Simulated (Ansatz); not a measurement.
**Molecular dynamics of BNH$_{6}$ (part 1 of 4)**

BNH$_{6}$, computed with RKS PBE0/def2-SVP (Ansatz 0.2.0).

It belongs to a series of runs on one base structure; here: dynamics from the highest image of the converged band. Figures and captions count atoms from 1; the log counts them from 0 in places.

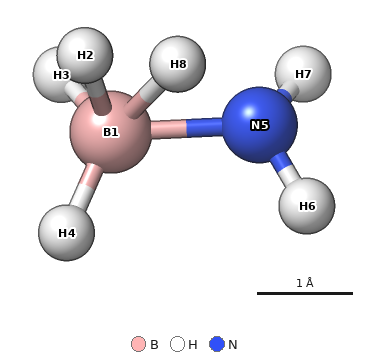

Fig. 1: The structure as given in the input (ball-and-stick view, seen at a tilt; atoms are numbered from 1 in the order of the input). Bond lengths as drawn: B–H 1.21 to 1.39 Å, B–N 1.57 Å and H–N 1.01 Å.

Summary

```tsv
quantity	value
outcome	finished
mean temperature over the second half	1152 K
trajectory	200 steps, 100 fs
ensemble	nve
temperature in the input	300.0 K
time step	0.5 fs
potential energy (last step)	−2258.8421 eV
mean-field energy (last step)	−2258.8421 eV
largest force (length of the vector) (last step)	4.793 eV/Å
hardware	1 thread of Arm Neoverse V1, 24 GiB of memory available, shared host
wall time	4 min
peak memory	0.086 GiB
```

Notes

So short a trajectory is not equilibrated.

The input
```yaml
crystal:
  periodic: [false, false, false]
  atoms:
    - { symbol: B, position_ang: [0.022695, -0.354543, 0.116349] }
    - { symbol: H, position_ang: [-0.214752, 0.325765, 1.295485] }
    - { symbol: H, position_ang: [1.066245, 0.1338, -0.257329] }
    - { symbol: H, position_ang: [-0.991455, -0.133305, -0.507555] }
    - { symbol: "N", position_ang: [0.122311, -1.801031, 0.709373] }
    - { symbol: H, position_ang: [-0.600059, -2.460849, 0.448978] }
    - { symbol: H, position_ang: [1.040975, -2.226654, 0.729284] }
    - { symbol: H, position_ang: [-0.130161, -0.646785, 1.462815] }
basis:
  gaussian: { orbitals: def2-SVP }
hamiltonian:
  xc: pbe0
md:
  timestep: 0.5
  n_steps: 200
  ensemble: nve
  temperature: 300.0
  initial_velocities: maxwell_boltzmann
  seed: 10600
```

Run as:
```bash
ansatz run input.yaml --threads 1 --pin off --max-ram 2048MiB --backend cpu --events-out ev --progress --plain --runs-dir out
```

Output
```
Engine: ansatz 0.2.0, aarch64-unknown-linux-gnu
Functional definition: PBE0
  parameter a = 0.25
  parameter kappa = 0.804
  parameter beta = 0.06672455060314922
  exchange = (1 - a)*pbe_x(kappa = kappa, mu = beta*pi^2/3) + a*exact_x
  correlation = pbe_c(beta = beta)
654 factors; integrals over basis functions are off by at most 6.4e-4 eV
mean field evaluation 1: about -2253.8078 eV, gradient 4.4e1 eV
mean field evaluation 2: about -2250.5074 eV, gradient 5.8e1 eV
mean field evaluation 4: about -2258.0460 eV, gradient 1.3e0 eV
mean field evaluation 8: about -2258.0488 eV, gradient 3.3e-3 eV
mean field -2258.04883579 eV, -82.9817641550 hartree, gradient 2.5e-5 eV, S^2 0.000000; 0 other end points of the search recorded, 0 dependent functions left out
the calculation of the forces begins
reference -2258.04885815 eV, -82.9817649764 hartree; 9, 9 occupied and 49, 49 virtual orbitals, 654 factors
md step     0: t =     0.00 fs  T =   300.0 K  F+E_penalty+E_count = -2258.04883579 eV  E_kin = 0.232668 eV  conserved = -2257.81616780 eV  (21 SCF iters)
these checks for a lower state are left out or cut short: starts, cluster_reference, orbital_swaps, neighbouring_geometries, increment
654 factors; integrals over basis functions are off by at most 6.4e-4 eV
mean field evaluation 16: about -2258.0426 eV, gradient 2.5e-2 eV
mean field -2258.04260034 eV, -82.9815350061 hartree, gradient 3.3e-5 eV, S^2 0.000000; 0 other end points of the search recorded, 0 dependent functions left out
the calculation of the forces begins
reference -2258.04262257 eV, -82.9815358231 hartree; 9, 9 occupied and 49, 49 virtual orbitals, 654 factors
md step     1: t =     0.50 fs  T =   292.1 K  F+E_penalty+E_count = -2258.04260034 eV  E_kin = 0.226548 eV  conserved = -2257.81605221 eV  (22 SCF iters)
[... from here on the SCF iterations and repeated set-up lines of each step are left out, up to the last step ...]
md step     2: t =     1.00 fs  T =   271.4 K  F+E_penalty+E_count = -2258.02624077 eV  E_kin = 0.210493 eV  conserved = -2257.81574731 eV  (22 SCF iters)
md step     3: t =     1.50 fs  T =   243.9 K  F+E_penalty+E_count = -2258.00448729 eV  E_kin = 0.189123 eV  conserved = -2257.81536463 eV  (22 SCF iters)
md step     4: t =     2.00 fs  T =   216.9 K  F+E_penalty+E_count = -2257.98324564 eV  E_kin = 0.168185 eV  conserved = -2257.81506029 eV  (22 SCF iters)
md step     5: t =     2.50 fs  T =   196.3 K  F+E_penalty+E_count = -2257.96721571 eV  E_kin = 0.152270 eV  conserved = -2257.81494592 eV  (22 SCF iters)
md step     6: t =     3.00 fs  T =   184.6 K  F+E_penalty+E_count = -2257.95819856 eV  E_kin = 0.143179 eV  conserved = -2257.81501973 eV  (22 SCF iters)
md step     7: t =     3.50 fs  T =   180.4 K  F+E_penalty+E_count = -2257.95510466 eV  E_kin = 0.139927 eV  conserved = -2257.81517753 eV  (22 SCF iters)
md step     8: t =     4.00 fs  T =   180.8 K  F+E_penalty+E_count = -2257.95550512 eV  E_kin = 0.140213 eV  conserved = -2257.81529198 eV  (22 SCF iters)
md step     9: t =     4.50 fs  T =   183.5 K  F+E_penalty+E_count = -2257.95757215 eV  E_kin = 0.142283 eV  conserved = -2257.81528901 eV  (22 SCF iters)
md step    10: t =     5.00 fs  T =   188.4 K  F+E_penalty+E_count = -2257.96126497 eV  E_kin = 0.146096 eV  conserved = -2257.81516908 eV  (22 SCF iters)
md step    11: t =     5.50 fs  T =   197.8 K  F+E_penalty+E_count = -2257.96838475 eV  E_kin = 0.153402 eV  conserved = -2257.81498303 eV  (22 SCF iters)
md step    12: t =     6.00 fs  T =   215.4 K  F+E_penalty+E_count = -2257.98182984 eV  E_kin = 0.167036 eV  conserved = -2257.81479384 eV  (22 SCF iters)
md step    13: t =     6.50 fs  T =   244.9 K  F+E_penalty+E_count = -2258.00462266 eV  E_kin = 0.189972 eV  conserved = -2257.81465018 eV  (21 SCF iters)
md step    14: t =     7.00 fs  T =   289.5 K  F+E_penalty+E_count = -2258.03913672 eV  E_kin = 0.224560 eV  conserved = -2257.81457681 eV  (22 SCF iters)
md step    15: t =     7.50 fs  T =   350.9 K  F+E_penalty+E_count = -2258.08670257 eV  E_kin = 0.272125 eV  conserved = -2257.81457805 eV  (23 SCF iters)
md step    16: t =     8.00 fs  T =   429.3 K  F+E_penalty+E_count = -2258.14756591 eV  E_kin = 0.332916 eV  conserved = -2257.81464979 eV  (23 SCF iters)
md step    17: t =     8.50 fs  T =   523.8 K  F+E_penalty+E_count = -2258.22102271 eV  E_kin = 0.406222 eV  conserved = -2257.81480110 eV  (23 SCF iters)
md step    18: t =     9.00 fs  T =   632.2 K  F+E_penalty+E_count = -2258.30540770 eV  E_kin = 0.490324 eV  conserved = -2257.81508416 eV  (22 SCF iters)
md step    19: t =     9.50 fs  T =   750.3 K  F+E_penalty+E_count = -2258.39748977 eV  E_kin = 0.581871 eV  conserved = -2257.81561871 eV  (21 SCF iters)
md step    20: t =    10.00 fs  T =   869.6 K  F+E_penalty+E_count = -2258.49097441 eV  E_kin = 0.674430 eV  conserved = -2257.81654441 eV  (21 SCF iters)
md step    21: t =    10.50 fs  T =   976.2 K  F+E_penalty+E_count = -2258.57492067 eV  E_kin = 0.757133 eV  conserved = -2257.81778794 eV  (21 SCF iters)
md step    22: t =    11.00 fs  T =  1053.2 K  F+E_penalty+E_count = -2258.63546790 eV  E_kin = 0.816820 eV  conserved = -2257.81864779 eV  (21 SCF iters)
md step    23: t =    11.50 fs  T =  1093.9 K  F+E_penalty+E_count = -2258.66619046 eV  E_kin = 0.848419 eV  conserved = -2257.81777164 eV  (21 SCF iters)
md step    24: t =    12.00 fs  T =  1123.0 K  F+E_penalty+E_count = -2258.68564722 eV  E_kin = 0.870978 eV  conserved = -2257.81466959 eV  (21 SCF iters)
md step    25: t =    12.50 fs  T =  1197.0 K  F+E_penalty+E_count = -2258.74031936 eV  E_kin = 0.928354 eV  conserved = -2257.81196501 eV  (21 SCF iters)
md step    26: t =    13.00 fs  T =  1358.0 K  F+E_penalty+E_count = -2258.86670841 eV  E_kin = 1.053203 eV  conserved = -2257.81350573 eV  (21 SCF iters)
md step    27: t =    13.50 fs  T =  1577.4 K  F+E_penalty+E_count = -2259.04201637 eV  E_kin = 1.223374 eV  conserved = -2257.81864216 eV  (22 SCF iters)
md step    28: t =    14.00 fs  T =  1768.3 K  F+E_penalty+E_count = -2259.19422203 eV  E_kin = 1.371405 eV  conserved = -2257.82281718 eV  (22 SCF iters)
md step    29: t =    14.50 fs  T =  1856.0 K  F+E_penalty+E_count = -2259.26295556 eV  E_kin = 1.439405 eV  conserved = -2257.82355091 eV  (22 SCF iters)
md step    30: t =    15.00 fs  T =  1823.0 K  F+E_penalty+E_count = -2259.23557427 eV  E_kin = 1.413822 eV  conserved = -2257.82175211 eV  (22 SCF iters)
md step    31: t =    15.50 fs  T =  1699.2 K  F+E_penalty+E_count = -2259.13702538 eV  E_kin = 1.317809 eV  conserved = -2257.81921658 eV  (21 SCF iters)
md step    32: t =    16.00 fs  T =  1531.5 K  F+E_penalty+E_count = -2259.00482356 eV  E_kin = 1.187801 eV  conserved = -2257.81702261 eV  (23 SCF iters)
md step    33: t =    16.50 fs  T =  1362.9 K  F+E_penalty+E_count = -2258.87251891 eV  E_kin = 1.057011 eV  conserved = -2257.81550815 eV  (22 SCF iters)
md step    34: t =    17.00 fs  T =  1223.9 K  F+E_penalty+E_count = -2258.76384145 eV  E_kin = 0.949200 eV  conserved = -2257.81464147 eV  (22 SCF iters)
md step    35: t =    17.50 fs  T =  1132.6 K  F+E_penalty+E_count = -2258.69264715 eV  E_kin = 0.878368 eV  conserved = -2257.81427910 eV  (22 SCF iters)
md step    36: t =    18.00 fs  T =  1096.7 K  F+E_penalty+E_count = -2258.66480972 eV  E_kin = 0.850522 eV  conserved = -2257.81428745 eV  (22 SCF iters)
md step    37: t =    18.50 fs  T =  1116.1 K  F+E_penalty+E_count = -2258.68017499 eV  E_kin = 0.865598 eV  conserved = -2257.81457701 eV  (22 SCF iters)
md step    38: t =    19.00 fs  T =  1184.7 K  F+E_penalty+E_count = -2258.73392802 eV  E_kin = 0.918807 eV  conserved = -2257.81512089 eV  (22 SCF iters)
md step    39: t =    19.50 fs  T =  1290.8 K  F+E_penalty+E_count = -2258.81706642 eV  E_kin = 1.001098 eV  conserved = -2257.81596858 eV  (22 SCF iters)
md step    40: t =    20.00 fs  T =  1416.5 K  F+E_penalty+E_count = -2258.91579889 eV  E_kin = 1.098564 eV  conserved = -2257.81723518 eV  (21 SCF iters)
md step    41: t =    20.50 fs  T =  1535.8 K  F+E_penalty+E_count = -2259.01013062 eV  E_kin = 1.191120 eV  conserved = -2257.81901065 eV  (21 SCF iters)
md step    42: t =    21.00 fs  T =  1614.4 K  F+E_penalty+E_count = -2259.07319829 eV  E_kin = 1.252101 eV  conserved = -2257.82109720 eV  (21 SCF iters)
md step    43: t =    21.50 fs  T =  1615.3 K  F+E_penalty+E_count = -2259.07536160 eV  E_kin = 1.252772 eV  conserved = -2257.82258940 eV  (21 SCF iters)
md step    44: t =    22.00 fs  T =  1517.5 K  F+E_penalty+E_count = -2258.99871403 eV  E_kin = 1.176931 eV  conserved = -2257.82178298 eV  (21 SCF iters)
md step    45: t =    22.50 fs  T =  1345.9 K  F+E_penalty+E_count = -2258.86142605 eV  E_kin = 1.043836 eV  conserved = -2257.81759020 eV  (21 SCF iters)
md step    46: t =    23.00 fs  T =  1182.8 K  F+E_penalty+E_count = -2258.72965273 eV  E_kin = 0.917299 eV  conserved = -2257.81235403 eV  (21 SCF iters)
md step    47: t =    23.50 fs  T =  1121.1 K  F+E_penalty+E_count = -2258.68063930 eV  E_kin = 0.869495 eV  conserved = -2257.81114464 eV  (21 SCF iters)
md step    48: t =    24.00 fs  T =  1182.7 K  F+E_penalty+E_count = -2258.73244840 eV  E_kin = 0.917249 eV  conserved = -2257.81519940 eV  (22 SCF iters)
md step    49: t =    24.50 fs  T =  1298.1 K  F+E_penalty+E_count = -2258.82678509 eV  E_kin = 1.006728 eV  conserved = -2257.82005720 eV  (22 SCF iters)
md step    50: t =    25.00 fs  T =  1376.0 K  F+E_penalty+E_count = -2258.88914764 eV  E_kin = 1.067195 eV  conserved = -2257.82195224 eV  (22 SCF iters)
md step    51: t =    25.50 fs  T =  1371.5 K  F+E_penalty+E_count = -2258.88467938 eV  E_kin = 1.063682 eV  conserved = -2257.82099713 eV  (21 SCF iters)
md step    52: t =    26.00 fs  T =  1292.8 K  F+E_penalty+E_count = -2258.82157378 eV  E_kin = 1.002642 eV  conserved = -2257.81893222 eV  (21 SCF iters)
md step    53: t =    26.50 fs  T =  1174.1 K  F+E_penalty+E_count = -2258.72763104 eV  E_kin = 0.910607 eV  conserved = -2257.81702412 eV  (21 SCF iters)
md step    54: t =    27.00 fs  T =  1050.9 K  F+E_penalty+E_count = -2258.63073691 eV  E_kin = 0.815013 eV  conserved = -2257.81572370 eV  (22 SCF iters)
md step    55: t =    27.50 fs  T =   948.6 K  F+E_penalty+E_count = -2258.55074382 eV  E_kin = 0.735726 eV  conserved = -2257.81501819 eV  (22 SCF iters)
md step    56: t =    28.00 fs  T =   881.8 K  F+E_penalty+E_count = -2258.49868123 eV  E_kin = 0.683927 eV  conserved = -2257.81475404 eV  (22 SCF iters)
md step    57: t =    28.50 fs  T =   855.9 K  F+E_penalty+E_count = -2258.47857748 eV  E_kin = 0.663768 eV  conserved = -2257.81480965 eV  (22 SCF iters)
md step    58: t =    29.00 fs  T =   869.0 K  F+E_penalty+E_count = -2258.48912982 eV  E_kin = 0.673953 eV  conserved = -2257.81517679 eV  (22 SCF iters)
md step    59: t =    29.50 fs  T =   912.8 K  F+E_penalty+E_count = -2258.52388893 eV  E_kin = 0.707901 eV  conserved = -2257.81598745 eV  (22 SCF iters)
md step    60: t =    30.00 fs  T =   969.8 K  F+E_penalty+E_count = -2258.56960385 eV  E_kin = 0.752153 eV  conserved = -2257.81745086 eV  (21 SCF iters)
md step    61: t =    30.50 fs  T =  1011.3 K  F+E_penalty+E_count = -2258.60389511 eV  E_kin = 0.784303 eV  conserved = -2257.81959235 eV  (22 SCF iters)
md step    62: t =    31.00 fs  T =   998.9 K  F+E_penalty+E_count = -2258.59641260 eV  E_kin = 0.774698 eV  conserved = -2257.82171456 eV  (22 SCF iters)
md step    63: t =    31.50 fs  T =   901.6 K  F+E_penalty+E_count = -2258.52115982 eV  E_kin = 0.699223 eV  conserved = -2257.82193694 eV  (22 SCF iters)
md step    64: t =    32.00 fs  T =   730.1 K  F+E_penalty+E_count = -2258.38449090 eV  E_kin = 0.566226 eV  conserved = -2257.81826494 eV  (22 SCF iters)
md step    65: t =    32.50 fs  T =   563.9 K  F+E_penalty+E_count = -2258.24957048 eV  E_kin = 0.437330 eV  conserved = -2257.81224052 eV  (22 SCF iters)
md step    66: t =    33.00 fs  T =   512.4 K  F+E_penalty+E_count = -2258.20747697 eV  E_kin = 0.397422 eV  conserved = -2257.81005525 eV  (21 SCF iters)
md step    67: t =    33.50 fs  T =   612.4 K  F+E_penalty+E_count = -2258.28959590 eV  E_kin = 0.474935 eV  conserved = -2257.81466111 eV  (22 SCF iters)
md step    68: t =    34.00 fs  T =   783.1 K  F+E_penalty+E_count = -2258.42825372 eV  E_kin = 0.607344 eV  conserved = -2257.82090974 eV  (22 SCF iters)
md step    69: t =    34.50 fs  T =   906.3 K  F+E_penalty+E_count = -2258.52641559 eV  E_kin = 0.702916 eV  conserved = -2257.82349909 eV  (22 SCF iters)
md step    70: t =    35.00 fs  T =   919.8 K  F+E_penalty+E_count = -2258.53570789 eV  E_kin = 0.713375 eV  conserved = -2257.82233293 eV  (22 SCF iters)
md step    71: t =    35.50 fs  T =   831.9 K  F+E_penalty+E_count = -2258.46485918 eV  E_kin = 0.645204 eV  conserved = -2257.81965497 eV  (22 SCF iters)
md step    72: t =    36.00 fs  T =   686.8 K  F+E_penalty+E_count = -2258.34971793 eV  E_kin = 0.532639 eV  conserved = -2257.81707905 eV  (22 SCF iters)
md step    73: t =    36.50 fs  T =   532.5 K  F+E_penalty+E_count = -2258.22814889 eV  E_kin = 0.412979 eV  conserved = -2257.81516986 eV  (22 SCF iters)
md step    74: t =    37.00 fs  T =   407.0 K  F+E_penalty+E_count = -2258.12960413 eV  E_kin = 0.315646 eV  conserved = -2257.81395802 eV  (22 SCF iters)
md step    75: t =    37.50 fs  T =   335.2 K  F+E_penalty+E_count = -2258.07328939 eV  E_kin = 0.259937 eV  conserved = -2257.81335266 eV  (22 SCF iters)
md step    76: t =    38.00 fs  T =   329.5 K  F+E_penalty+E_count = -2258.06884599 eV  E_kin = 0.255532 eV  conserved = -2257.81331421 eV  (22 SCF iters)
md step    77: t =    38.50 fs  T =   390.5 K  F+E_penalty+E_count = -2258.11671343 eV  E_kin = 0.302824 eV  conserved = -2257.81388951 eV  (22 SCF iters)
md step    78: t =    39.00 fs  T =   505.9 K  F+E_penalty+E_count = -2258.20750413 eV  E_kin = 0.392327 eV  conserved = -2257.81517723 eV  (22 SCF iters)
md step    79: t =    39.50 fs  T =   649.5 K  F+E_penalty+E_count = -2258.32094011 eV  E_kin = 0.503724 eV  conserved = -2257.81721598 eV  (22 SCF iters)
md step    80: t =    40.00 fs  T =   782.0 K  F+E_penalty+E_count = -2258.42620583 eV  E_kin = 0.606485 eV  conserved = -2257.81972093 eV  (22 SCF iters)
md step    81: t =    40.50 fs  T =   858.9 K  F+E_penalty+E_count = -2258.48777418 eV  E_kin = 0.666125 eV  conserved = -2257.82164906 eV  (22 SCF iters)
md step    82: t =    41.00 fs  T =   852.9 K  F+E_penalty+E_count = -2258.48253089 eV  E_kin = 0.661469 eV  conserved = -2257.82106150 eV  (22 SCF iters)
md step    83: t =    41.50 fs  T =   787.9 K  F+E_penalty+E_count = -2258.42772840 eV  E_kin = 0.611062 eV  conserved = -2257.81666638 eV  (22 SCF iters)
md step    84: t =    42.00 fs  T =   752.5 K  F+E_penalty+E_count = -2258.39474370 eV  E_kin = 0.583608 eV  conserved = -2257.81113547 eV  (22 SCF iters)
md step    85: t =    42.50 fs  T =   845.0 K  F+E_penalty+E_count = -2258.46573136 eV  E_kin = 0.655351 eV  conserved = -2257.81038043 eV  (22 SCF iters)
md step    86: t =    43.00 fs  T =  1077.9 K  F+E_penalty+E_count = -2258.65156436 eV  E_kin = 0.835945 eV  conserved = -2257.81561980 eV  (21 SCF iters)
md step    87: t =    43.50 fs  T =  1359.4 K  F+E_penalty+E_count = -2258.87571871 eV  E_kin = 1.054308 eV  conserved = -2257.82141079 eV  (21 SCF iters)
md step    88: t =    44.00 fs  T =  1579.4 K  F+E_penalty+E_count = -2259.04850123 eV  E_kin = 1.224917 eV  conserved = -2257.82358441 eV  (21 SCF iters)
md step    89: t =    44.50 fs  T =  1685.4 K  F+E_penalty+E_count = -2259.12972150 eV  E_kin = 1.307158 eV  conserved = -2257.82256385 eV  (21 SCF iters)
md step    90: t =    45.00 fs  T =  1686.6 K  F+E_penalty+E_count = -2259.12843060 eV  E_kin = 1.308067 eV  conserved = -2257.82036350 eV  (21 SCF iters)
md step    91: t =    45.50 fs  T =  1620.7 K  F+E_penalty+E_count = -2259.07523533 eV  E_kin = 1.256939 eV  conserved = -2257.81829632 eV  (21 SCF iters)
md step    92: t =    46.00 fs  T =  1527.7 K  F+E_penalty+E_count = -2259.00157386 eV  E_kin = 1.184784 eV  conserved = -2257.81678958 eV  (21 SCF iters)
md step    93: t =    46.50 fs  T =  1438.7 K  F+E_penalty+E_count = -2258.93163196 eV  E_kin = 1.115791 eV  conserved = -2257.81584136 eV  (22 SCF iters)
md step    94: t =    47.00 fs  T =  1374.4 K  F+E_penalty+E_count = -2258.88124467 eV  E_kin = 1.065893 eV  conserved = -2257.81535149 eV  (22 SCF iters)
md step    95: t =    47.50 fs  T =  1345.6 K  F+E_penalty+E_count = -2258.85884690 eV  E_kin = 1.043587 eV  conserved = -2257.81526020 eV  (22 SCF iters)
md step    96: t =    48.00 fs  T =  1354.6 K  F+E_penalty+E_count = -2258.86618003 eV  E_kin = 1.050593 eV  conserved = -2257.81558662 eV  (21 SCF iters)
md step    97: t =    48.50 fs  T =  1394.6 K  F+E_penalty+E_count = -2258.89804877 eV  E_kin = 1.081625 eV  conserved = -2257.81642361 eV  (22 SCF iters)
md step    98: t =    49.00 fs  T =  1448.4 K  F+E_penalty+E_count = -2258.94121555 eV  E_kin = 1.123333 eV  conserved = -2257.81788285 eV  (22 SCF iters)
md step    99: t =    49.50 fs  T =  1487.3 K  F+E_penalty+E_count = -2258.97341710 eV  E_kin = 1.153500 eV  conserved = -2257.81991690 eV  (22 SCF iters)
md step   100: t =    50.00 fs  T =  1474.3 K  F+E_penalty+E_count = -2258.96536972 eV  E_kin = 1.143437 eV  conserved = -2257.82193243 eV  (22 SCF iters)
md step   101: t =    50.50 fs  T =  1378.4 K  F+E_penalty+E_count = -2258.89136991 eV  E_kin = 1.069005 eV  conserved = -2257.82236453 eV  (22 SCF iters)
md step   102: t =    51.00 fs  T =  1204.3 K  F+E_penalty+E_count = -2258.75321479 eV  E_kin = 0.933981 eV  conserved = -2257.81923415 eV  (21 SCF iters)
md step   103: t =    51.50 fs  T =  1022.5 K  F+E_penalty+E_count = -2258.60603154 eV  E_kin = 0.793000 eV  conserved = -2257.81303140 eV  (22 SCF iters)
md step   104: t =    52.00 fs  T =   948.8 K  F+E_penalty+E_count = -2258.54483599 eV  E_kin = 0.735832 eV  conserved = -2257.80900366 eV  (22 SCF iters)
```
